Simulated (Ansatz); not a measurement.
# FH9O2Si4: molecular dynamics

Aim: follow the molecule's vibrations and see whether its bonds hold. The start is relaxed first. Runs: 40 steps of 2.5 fs at constant energy, with velocities drawn for 300 K. SMILES of the start: F[Si]([SiH3])(O[SiH3])O[SiH3].

All numbers below are computed with Ansatz 0.2.0 (RKS BHLYP/6-31G).

**1. The structure to begin with**

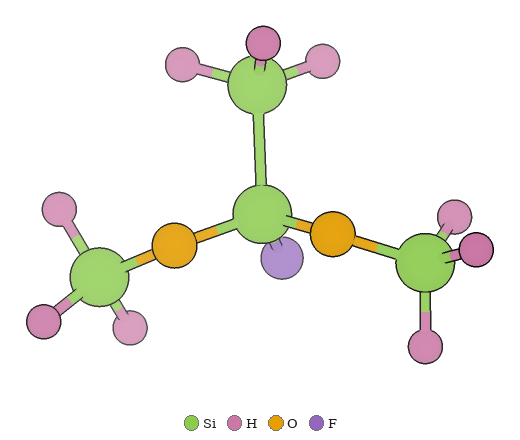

Start, viewed from a chosen angle; silicon green, hydrogen pink, oxygen amber, fluorine purple.

Coordinates:

```xyz
16

Si    0.0000    0.0000    0.0000
Si    0.0000    0.0000    2.2200
H    -1.3148   -0.4067    2.7074
H     1.0096   -0.9353    2.7074
H     0.3052    1.3420    2.7074
O     1.5842    0.0000   -0.5594
Si    2.4906   -1.3762   -0.8866
H     1.6598   -2.3521   -1.5857
H     3.6318   -1.0202   -1.7249
H     2.9691   -1.9538    0.3660
O    -0.7913    1.3709   -0.5594
Si   -2.4002    1.4263   -1.0396
H    -3.2124    0.6421   -0.1138
H    -2.8620    2.8114   -1.0378
H    -2.5267    0.8736   -2.3850
F    -0.7489   -1.2974   -0.5295
```

**2. Preparing the start**

Input file input.yaml:

```yaml
crystal:
  periodic: [false, false, false]
  atoms:
    - { symbol: Si, position_ang: [0.0, 0.0, 0.0] }
    - { symbol: Si, position_ang: [0.0, 0.0, 2.22] }
    - { symbol: H, position_ang: [-1.3148, -0.4067, 2.7074] }
    - { symbol: H, position_ang: [1.0096, -0.9353, 2.7074] }
    - { symbol: H, position_ang: [0.3052, 1.342, 2.7074] }
    - { symbol: O, position_ang: [1.5842, 0.0, -0.5594] }
    - { symbol: Si, position_ang: [2.4906, -1.3762, -0.8866] }
    - { symbol: H, position_ang: [1.6598, -2.3521, -1.5857] }
    - { symbol: H, position_ang: [3.6318, -1.0202, -1.7249] }
    - { symbol: H, position_ang: [2.9691, -1.9538, 0.366] }
    - { symbol: O, position_ang: [-0.7913, 1.3709, -0.5594] }
    - { symbol: Si, position_ang: [-2.4002, 1.4263, -1.0396] }
    - { symbol: H, position_ang: [-3.2124, 0.6421, -0.1138] }
    - { symbol: H, position_ang: [-2.862, 2.8114, -1.0378] }
    - { symbol: H, position_ang: [-2.5267, 0.8736, -2.385] }
    - { symbol: F, position_ang: [-0.7489, -1.2974, -0.5295] }
basis:
  gaussian: { orbitals: "6-31G" }
hamiltonian:
  xc: { name: BHLYP }
relax:
  f_tol: 0.02
  max_steps: 40
output:
  orbitals: {}
```

On the command line:

```console
$ ansatz run input.yaml --threads 2 --pin off --max-ram 3072MiB --backend cpu --events-out ev --progress --plain --runs-dir out
```

The runs that follow: Dynamics.

Before running it: what results should come out? Wanted: relaxation of the start; temperature, first and last step; temperature, second half; potential energy, second half; largest change of the total energy; bonds formed or broken.

**Answer**, as computed:

| quantity | value |
| --- | --- |
| relaxation of the start | 15 moves, 1.146 eV lower |
| length | 40 steps of 2.5 fs |
| temperature, first and last step | 300 and 164 K |
| temperature, second half | mean 145 K, from 77 to 213 K |
| potential energy, second half | +20 meV/atom from the start |
| largest change of the total energy | 4.26 meV/atom |
| bonds formed or broken | 0 |

The temperature starts at 300 K and averages 145 K in the second half, where it ranges from 77 to 213 K; a mean near half the start is what vibrations about a minimum give, since they share energy equally between motion and strain. The total energy strays from its start by at most 4.26 meV/atom, 24 % of the mean kinetic energy, which is poor: the step of 2.5 fs is too long for the fastest motion. No bond forms or breaks. Averages from a run of 100 fs with 16 atoms are rough. The nuclei move classically, without zero-point motion, which matters most for hydrogen. In so small a basis the energies are only a sketch.
